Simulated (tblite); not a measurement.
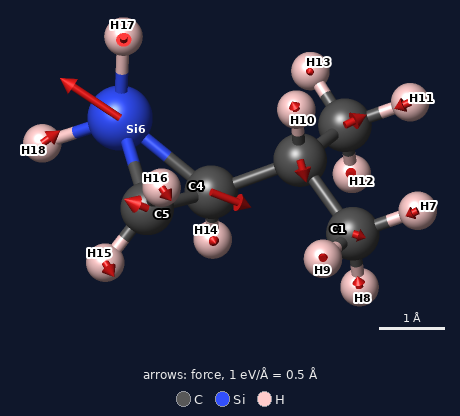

Starting geometry of C5H12Si with the computed forces as red arrows. The picture is a ball-and-stick view, seen from a free direction.

Method: GFN2-xTB geometry optimisation, gas phase (tblite 0.8.0). 

**What follows when this structure is relaxed?**

It isn't relaxed: the largest force vector, on the Si atom, is 2.26 eV/Å. The final displacements follow the starting forces only in part (cosine between the two patterns 0.36). The atom that moves furthest after the best rigid fit is an H atom (0.28 Å). By element the largest moves are H 0.28 Å, Si 0.10 Å, C 0.06 Å. Some distances before and after: C–Si 1.833 → 1.887 Å, C–C 1.496 → 1.535 Å, H–Si 1.476 → 1.452 Å, C–H 1.108 → 1.088 Å. Bond angles that change, for instance: C–Si–H 107.6° → 118.7°, C–Si–H 108.7° → 117.8°, Si–C–H 114.1° → 120.8°. The energy falls by 0.307 eV in 54 geometry steps.
